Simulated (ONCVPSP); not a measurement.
# Ta, ONCV: a sweep of the scale of all qcut, part 1 of 3

Aim: generate and test one potential in full, then change the scale of all qcut and see what happens to hardness, ghosts and transferability.

The numbers are computed with ONCVPSP 4.0.1 (LDA (Perdew-Zunger), scalar-relativistic, spin-unpolarised reference atom).

## (1) Starting point

The settings as typed:

- element: tantalum (Ta, Z = 73)
- type: optimised norm-conserving Vanderbilt (ONCV)
- frozen core: [Kr] 4d10 4f14
- valence charge: 13
- reference configuration: 5s2 5p6 5d3 6s1 (charge +1)
- partial waves: 5s+6s: rc 1.85 bohr, ncon 3, nbas 6, qcut 5.2 1/bohr, 2 projectors; 5p: rc 1.85 bohr, ncon 4, nbas 7, qcut 6.1 1/bohr, 2 projectors, debl 2.6 Ha; 5d: rc 2.15 bohr, ncon 3, nbas 8, qcut 8.4 1/bohr, 1 projector
- local potential: polynomial inside 1.50 bohr (lpopt 5, dvloc0 6 Ha)
- core correction: Teter function, fcfact 2.25, rcfact 1.4

## (2) Generation of the first potential

File Ta.dat:

```
# ATOM AND REFERENCE CONFIGURATION
# atsym  z   nc   nv     iexc    psfile
  Ta 73.00   10    4        3      upf
#
#   n    l    f
    1    0    2.00
    2    0    2.00
    2    1    6.00
    3    0    2.00
    3    1    6.00
    3    2   10.00
    4    0    2.00
    4    1    6.00
    4    2   10.00
    4    3   14.00
    5    0    2.00
    5    1    6.00
    5    2    3.00
    6    0    1.00
#
# PSEUDOPOTENTIAL AND OPTIMIZATION
# lmax
    2
#
#   l,   rc,      ep,       ncon, nbas, qcut
    0    1.85    0.00    3    6    5.20
    1    1.85    0.00    4    7    6.10
    2    2.15    0.00    3    8    8.40
#
# LOCAL POTENTIAL
# lloc, lpopt,  rc(5),   dvloc0
    4    5    1.50    6.00
#
# VANDERBILT-KLEINMAN-BYLANDER PROJECTORs
# l, nproj, debl
    0    2    2.30
    1    2    2.60
    2    1    2.30
#
# MODEL CORE CHARGE
# icmod, fcfact, rcfact
    3    2.25    1.40
#
# LOG DERIVATIVE ANALYSIS
# epsh1, epsh2, depsh
   -4.00    5.00    0.02
#
# OUTPUT GRID
# rlmax, drl
    6.00    0.01
#
# TEST CONFIGURATIONS
# ncnf
    4
# nvcnf
#   n    l    f
    4
    5    0    2.00
    5    1    6.00
    5    2    3.00
    6    0    2.00
#
    4
    5    0    2.00
    5    1    6.00
    5    2    3.00
    6    0    0.00
#
    4
    5    0    2.00
    5    1    6.00
    5    2    2.00
    6    0    0.00
#
    4
    5    0    2.00
    5    1    6.00
    5    2    1.00
    6    0    0.00
#
```

Command:

```
$ oncvpsp.x < Ta.dat > Ta.out
```

The output, Ta.out (without the consistency checks and plot data):

```text
ONCVPSP  (Optimized Norm-Conservinng Vanderbilt PSeudopotential)
scalar-relativistic version 4.0.1

#   n    l    f        energy (Ha)
    1    0    2.00    -2.4740410E+03
    2    0    2.00    -4.2533084E+02
    2    1    6.00    -3.7290149E+02
    3    0    2.00    -9.7623436E+01
    3    1    6.00    -8.2032285E+01
    3    2   10.00    -6.3810379E+01
    4    0    2.00    -2.0092583E+01
    4    1    6.00    -1.4975858E+01
    4    2   10.00    -8.4267430E+00
    4    3   14.00    -1.1843266E+00
    5    0    2.00    -2.9576718E+00
    5    1    6.00    -1.7219752E+00
    5    2    3.00    -3.9541812E-01
    6    0    1.00    -4.3782644E-01

Reference configufation results
  iterations    35
  all-electron total energy (Ha)   -1.55950302D+04

Begin loop to  construct optimized pseudo wave functions
and semi-local pseudopoentials for all angular momenta

Calculating optimized projector #   1

 for l=   0

    Fraction of norm inside rc  0.964069
    Optimizing pswf for qcut=   5.20 a_B^-1,  ecut=  13.51 Ha
    Residual kinetic energy error=  6.84D-05 Ha

    Energy error per electron        Cutoff
         Ha          eV             Ha
         0.01000     0.27211        4.42
         0.00100     0.02721        9.08
         0.00010     0.00272       13.09
         0.00001     0.00027       38.91

Calculating optimized projector #   2

 for l=   0

    Fraction of norm inside rc  0.089723
    Optimizing pswf for qcut=   5.20 a_B^-1,  ecut=  13.51 Ha
    Residual kinetic energy error=  1.61D-04 Ha

    Energy error per electron        Cutoff
         Ha          eV             Ha
         0.01000     0.27211        4.01
         0.00100     0.02721       10.37
         0.00010     0.00272       14.85
         0.00001     0.00027       37.42

   Wellstate for l =  1  n =  7
     eigenvalue =   0.8780
     asymptotic potential =   1.3780
     half-point radius =  4.1805

Calculating optimized projector #   1

 for l=   1

    Fraction of norm inside rc  0.886870
    Optimizing pswf for qcut=   6.10 a_B^-1,  ecut=  18.61 Ha
    Residual kinetic energy error=  2.12D-05 Ha

    Energy error per electron        Cutoff
         Ha          eV             Ha
         0.01000     0.27211        8.13
         0.00100     0.02721       10.25
         0.00010     0.00272       12.27
         0.00001     0.00027       30.15

Calculating optimized projector #   2

 for l=   1

    Fraction of norm inside rc  0.075292
    Optimizing pswf for qcut=   6.10 a_B^-1,  ecut=  18.61 Ha
    Residual kinetic energy error=  9.53D-05 Ha

    Energy error per electron        Cutoff
         Ha          eV             Ha
         0.01000     0.27211        7.28
         0.00100     0.02721        9.72
         0.00010     0.00272       18.57
         0.00001     0.00027       50.03

Calculating optimized projector #   1

 for l=   2

    Fraction of norm inside rc  0.599602
    Optimizing pswf for qcut=   8.41 a_B^-1,  ecut=  35.33 Ha
    Residual kinetic energy error=  7.36D-10 Ha

    Energy error per electron        Cutoff
         Ha          eV             Ha
         0.01000     0.27211       10.20
         0.00100     0.02721       13.90
         0.00010     0.00272       17.20
         0.00001     0.00027       20.03

Construct Vanderbilt / Kleinmman-Bylander projectors

B matrix Hermiticity error, ll=   0
   1   2    3.4328E-04

  Orthonormal projector coefficients  2.1087E+00 -1.2647E+00

B matrix Hermiticity error, ll=   1
   1   2   -3.0047E-04

  Orthonormal projector coefficients -1.4363E+00  1.0731E+00

Model core correction analysis
  based on d2Exc/dn_idn_j

d2excae - all-electron derivatives

   -2.516948D-02   -2.234843D-02   -1.039678D-02   -2.304262D-03
   -2.234818D-02   -2.256986D-02   -1.394755D-02   -4.031035D-03
   -1.039662D-02   -1.394752D-02   -1.876001D-02   -1.648463D-02
   -2.304602D-03   -4.031265D-03   -1.647895D-02   -2.917684D-02

d2excps - pseudofunction derivatives with no core correction

   -5.176292D-02   -3.485676D-02   -1.322743D-02   -4.952893D-03
   -3.485872D-02   -3.243165D-02   -1.736738D-02   -5.102886D-03
   -1.322771D-02   -1.736703D-02   -2.063562D-02   -1.695095D-02
   -4.953684D-03   -5.102437D-03   -1.694462D-02   -2.973786D-02

rms 2nd derivative error    8.578497E-03

rmatch, rhocmatch    0.9950    8.2329

Teter function model core charge with specified parameters

d2excps - pseudofunction derivatives with core correction

   -3.528118D-02   -2.679333D-02   -1.129747D-02   -3.451897D-03
   -2.679310D-02   -2.677996D-02   -1.560771D-02   -4.513482D-03
   -1.129731D-02   -1.560776D-02   -1.990133D-02   -1.683149D-02
   -3.451856D-03   -4.513016D-03   -1.682514D-02   -2.957838D-02

rms 2nd derivative error    3.273214E-03

Pseudoatom total energy  -58.769345

Diagnostic tests using Vanderbilt-Kleinman-Bylander pseudopotentials
  1 or more projectors used as specified by nproj input data

   l    rcore       rmatch      e in        delta e   norm test  slope test

   0   1.8536376   1.9099181  -2.9576718   0.0000226   1.0002756   1.0002685
   0   1.8536376   1.9099181  -0.4378264   0.0000086   1.0000509   1.0000081

   1   1.8536376   1.9099181  -1.7219752  -0.0000003   1.0001535   1.0001606
   1   1.8536376   1.9099181   0.8780248   0.0000320   1.0002437   1.0002437

   2   2.1526546   2.2180138  -0.3954181  -0.0000010   1.0000002   1.0000015

 Testing for bound ghosts
   n   l    E NL Schr. Eq   E Basis Diag.   E Cutoff

   1   0       -2.957649       -2.957524     37.57
   2   0       -0.437818       -0.414862     37.57

   2   1       -1.721975       -1.721966     65.11

   3   2       -0.395419       -0.394050     55.65

 Testing for highly-localized positive-energy ghosts
       l    <radius>/rc     E Basis Diag.   E Cutoff

Test configuration 0

   n   l     f        eae           eps        diff
   1   0  2.0000-2474.04103475
   2   0  2.0000 -425.33083921
   2   1  6.0000 -372.90149025
   3   0  2.0000  -97.62343597
   3   1  6.0000  -82.03228471
   3   2 10.0000  -63.81037872
   4   0  2.0000  -20.09258315
   4   1  6.0000  -14.97585840
   4   2 10.0000   -8.42674296
   4   3 14.0000   -1.18432656
   5   0  2.0000   -2.95767183   -2.95764922    2.26D-05
   5   1  6.0000   -1.72197522   -1.72197549   -2.68D-07
   5   2  3.0000   -0.39541812   -0.39541914   -1.02D-06
   6   0  1.0000   -0.43782644   -0.43781779    8.65D-06

    Total energies and differences
      AE_ref= -1.55950302D+04  AE_tst= -1.55950302D+04  dif=  0.00D+00
      PS_ref= -5.87693454D+01  PS_tst= -5.87693454D+01  dif= -7.11D-15
      PSP excitation error=  7.11D-15

Test configuration 1

   n   l     f        eae           eps        diff
   1   0  2.0000-2473.77105876
   2   0  2.0000 -425.06261396
   2   1  6.0000 -372.63319476
   3   0  2.0000  -97.35512897
   3   1  6.0000  -81.76397586
   3   2 10.0000  -63.54218251
   4   0  2.0000  -19.82421525
   4   1  6.0000  -14.70750872
   4   2 10.0000   -8.15847665
   4   3 14.0000   -0.91616214
   5   0  2.0000   -2.68964754   -2.68780999    1.84D-03
   5   1  6.0000   -1.45372704   -1.45323501    4.92D-04
   5   2  3.0000   -0.13909832   -0.13922981   -1.31D-04
   6   0  2.0000   -0.20654738   -0.20651460    3.28D-05

    Total energies and differences
      AE_ref= -1.55950302D+04  AE_tst= -1.55953500D+04  dif= -3.20D-01
      PS_ref= -5.87693454D+01  PS_tst= -5.90892128D+01  dif= -3.20D-01
      PSP excitation error=  8.57D-05

Test configuration 2

   n   l     f        eae           eps        diff
   1   0  2.0000-2474.35334337
   2   0  2.0000 -425.64074435
   2   1  6.0000 -373.21150369
   3   0  2.0000  -97.93305658
   3   1  6.0000  -82.34191133
   3   2 10.0000  -64.11990925
   4   0  2.0000  -20.40228241
   4   1  6.0000  -15.28555452
   4   2 10.0000   -8.73634937
   4   3 14.0000   -1.49364825
   5   0  2.0000   -3.26626379   -3.26931042   -3.05D-03
   5   1  6.0000   -2.02968449   -2.03068973   -1.01D-03
   5   2  3.0000   -0.68470858   -0.68455935    1.49D-04

    Total energies and differences
      AE_ref= -1.55950302D+04  AE_tst= -1.55944676D+04  dif=  5.63D-01
      PS_ref= -5.87693454D+01  PS_tst= -5.82065737D+01  dif=  5.63D-01
      PSP excitation error= -1.88D-04

Test configuration 3

   n   l     f        eae           eps        diff
   1   0  2.0000-2474.81859354
   2   0  2.0000 -426.10769828
   2   1  6.0000 -373.67848456
   3   0  2.0000  -98.39668420
   3   1  6.0000  -82.80556553
   3   2 10.0000  -64.58415133
   4   0  2.0000  -20.86591338
   4   1  6.0000  -15.74939426
   4   2 10.0000   -9.20047798
   4   3 14.0000   -1.95664590
   5   0  2.0000   -3.72477711   -3.73138238   -6.61D-03
   5   1  6.0000   -2.47800612   -2.48166689   -3.66D-03
   5   2  2.0000   -1.08240242   -1.08310047   -6.98D-04

    Total energies and differences
      AE_ref= -1.55950302D+04  AE_tst= -1.55935883D+04  dif=  1.44D+00
      PS_ref= -5.87693454D+01  PS_tst= -5.73269332D+01  dif=  1.44D+00
      PSP excitation error= -5.18D-04

Test configuration 4

   n   l     f        eae           eps        diff
   1   0  2.0000-2475.34285360
   2   0  2.0000 -426.63403203
   2   1  6.0000 -374.20491666
   3   0  2.0000  -98.91749694
   3   1  6.0000  -83.32642379
   3   2 10.0000  -65.10594161
   4   0  2.0000  -21.38613655
   4   1  6.0000  -16.26984282
   4   2 10.0000   -9.72121558
   4   3 14.0000   -2.47531372
   5   0  2.0000   -4.23481964   -4.24770007   -1.29D-02
   5   1  6.0000   -2.97410357   -2.98231264   -8.21D-03
   5   2  1.0000   -1.52385216   -1.52645153   -2.60D-03

    Total energies and differences
      AE_ref= -1.55950302D+04  AE_tst= -1.55922887D+04  dif=  2.74D+00
      PS_ref= -5.87693454D+01  PS_tst= -5.60254897D+01  dif=  2.74D+00
      PSP excitation error= -2.36D-03
```

Wall time 4.2 s (1 thread, shared host).

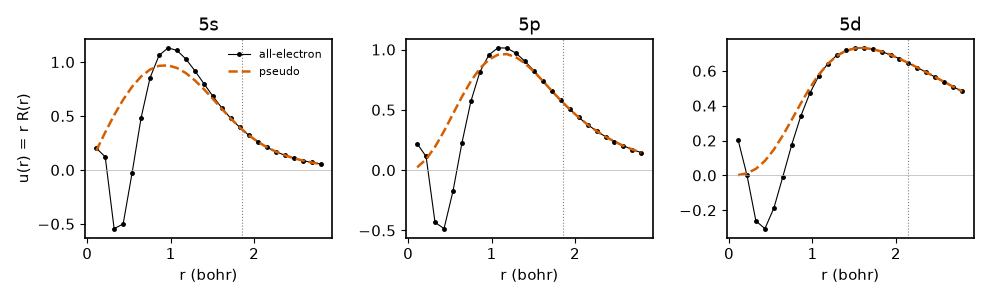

All-electron and pseudo partial waves (5s, 5p, 5d), with the matching radii dotted. The curves join 26 sampled radii, too few to resolve the innermost nodes.

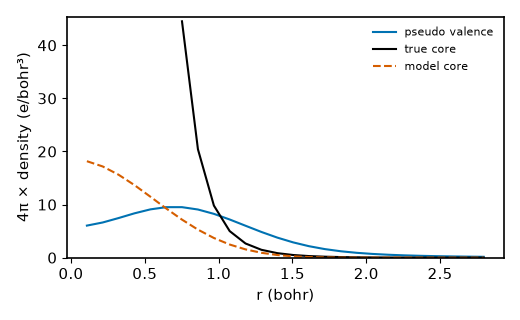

Valence density, true core and model core. The true core is left out near the nucleus, where the program caps it.

## (3) The configuration tests of the same run

Energies count from the reference configuration 5s2 5p6 5d3 6s1; the error is all-electron less pseudo.

```csv
valence configuration,charge,ΔE all-electron (eV),error AE − PS (meV)
5s2 5p6 5d3 6s2,0,-8.702,+2.3
5s2 5p6 5d3 6s0,+2,15.309,-5.1
5s2 5p6 5d2 6s0,+3,39.236,-14
5s2 5p6 5d1 6s0,+4,74.600,-64
```

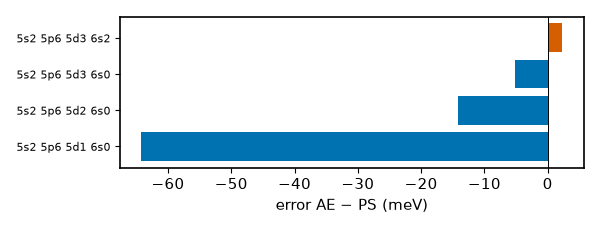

Error of the potential in each test configuration.

## (4) Does it scatter like the atom?

Taken from the files of the generation run. The phase is arctan(r·R′/R) of the radial function R, unwrapped, with energies in Ha. A pole is an energy at which the radial function vanishes at the test radius. The pseudo phase is shifted by a multiple of π to meet the all-electron one at the reference energy. Levels narrower than the energy grid can be missing from the poles. The last column is the largest difference on the grid between −0.5 and +0.5 Ha.

| channel | radius (bohr) | reference (Ha) | poles AE | poles PS | window around the reference with phases within 0.05 rad (Ha) | largest difference near zero (rad) |
| --- | --- | --- | --- | --- | --- | --- |
| s | 1.88 | -0.44 | -2.69, 4.70 | -2.69, 4.16 | below 4.8 | 0.004 |
| p | 1.88 | -1.72 | -1.16 | -1.16 | the whole range | 0.000 |
| d | 2.18 | -0.40 | 0.37 | 0.37 | below 2.0 | 0.001 |

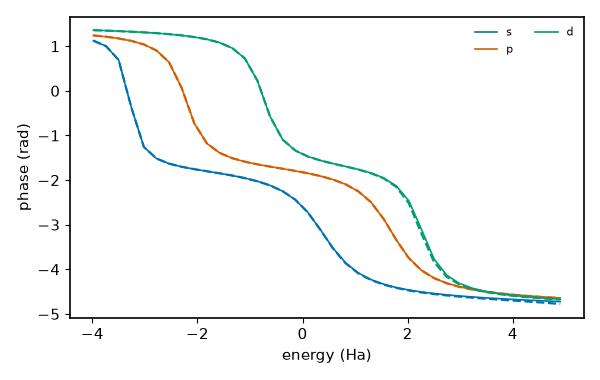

Phases by channel: all-electron solid, pseudo dashed.

(Continued in part 2 of 3.)
